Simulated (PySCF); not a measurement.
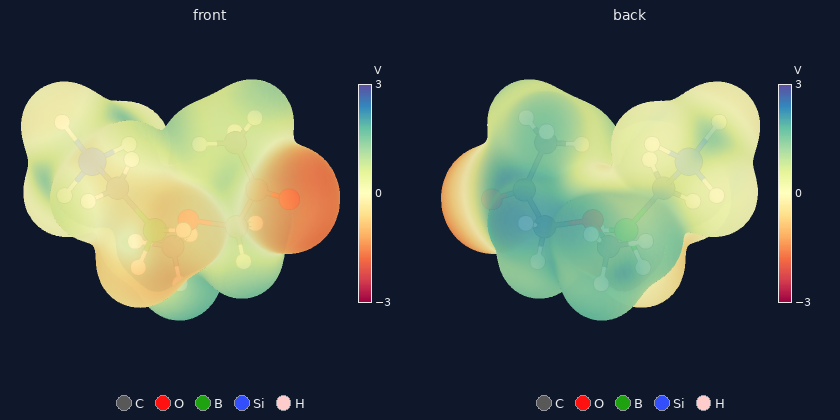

Figure 1: C$_{5}$H$_{15}$BO$_{2}$Si. The electrostatic potential painted on the density surface at 0.004 e/bohr³, seen from the front and from behind; red is negative and blue positive.

Geometry: GFN2-xTB.

Level of theory: PBE0/pcSseg-1, SCF density, gas phase, non-relativistic in PySCF.

```json
{"atom": "C", "x (Å)": "1.9763", "y (Å)": "0.8036", "z (Å)": "1.1109"}
{"atom": "C", "x (Å)": "2.4120", "y (Å)": "-0.2383", "z (Å)": "0.1314"}
{"atom": "O", "x (Å)": "3.4133", "y (Å)": "-0.8948", "z (Å)": "0.2313"}
{"atom": "C", "x (Å)": "1.5225", "y (Å)": "-0.3677", "z (Å)": "-1.1095"}
{"atom": "O", "x (Å)": "0.1579", "y (Å)": "-0.1112", "z (Å)": "-0.8251"}
{"atom": "C", "x (Å)": "-0.5879", "y (Å)": "0.0898", "z (Å)": "-2.0125"}
{"atom": "B", "x (Å)": "-0.5475", "y (Å)": "-1.3314", "z (Å)": "0.1841"}
{"atom": "C", "x (Å)": "-1.4062", "y (Å)": "-0.5715", "z (Å)": "1.3296"}
{"atom": "Si", "x (Å)": "-2.3001", "y (Å)": "1.0397", "z (Å)": "0.9127"}
{"atom": "H", "x (Å)": "1.0339", "y (Å)": "0.4955", "z (Å)": "1.5569"}
{"atom": "H", "x (Å)": "1.8026", "y (Å)": "1.7485", "z (Å)": "0.6011"}
{"atom": "H", "x (Å)": "2.7288", "y (Å)": "0.9263", "z (Å)": "1.8851"}
{"atom": "H", "x (Å)": "1.8847", "y (Å)": "0.3795", "z (Å)": "-1.8318"}
{"atom": "H", "x (Å)": "1.6579", "y (Å)": "-1.3648", "z (Å)": "-1.5466"}
{"atom": "H", "x (Å)": "-0.5073", "y (Å)": "-0.7709", "z (Å)": "-2.6832"}
{"atom": "H", "x (Å)": "-1.6261", "y (Å)": "0.2268", "z (Å)": "-1.7257"}
{"atom": "H", "x (Å)": "-0.2276", "y (Å)": "0.9875", "z (Å)": "-2.5242"}
{"atom": "H", "x (Å)": "0.4083", "y (Å)": "-1.9022", "z (Å)": "0.6009"}
{"atom": "H", "x (Å)": "-1.1991", "y (Å)": "-1.9785", "z (Å)": "-0.5691"}
{"atom": "H", "x (Å)": "-0.7879", "y (Å)": "-0.3767", "z (Å)": "2.2121"}
{"atom": "H", "x (Å)": "-2.1647", "y (Å)": "-1.2767", "z (Å)": "1.6787"}
{"atom": "H", "x (Å)": "-3.3537", "y (Å)": "0.8425", "z (Å)": "-0.0959"}
{"atom": "H", "x (Å)": "-1.3742", "y (Å)": "2.0580", "z (Å)": "0.3846"}
{"atom": "H", "x (Å)": "-2.9274", "y (Å)": "1.6066", "z (Å)": "2.1116"}
```

Describe the electrostatic potential map.

The most negative region (about −1.7 V) lies over O3, the most positive (about +2.1 V) over H13 and H17. O3 is the likeliest acceptor of a hydrogen bond.

What dipole moment does the calculation give?

Its dipole moment is 4.05 D.
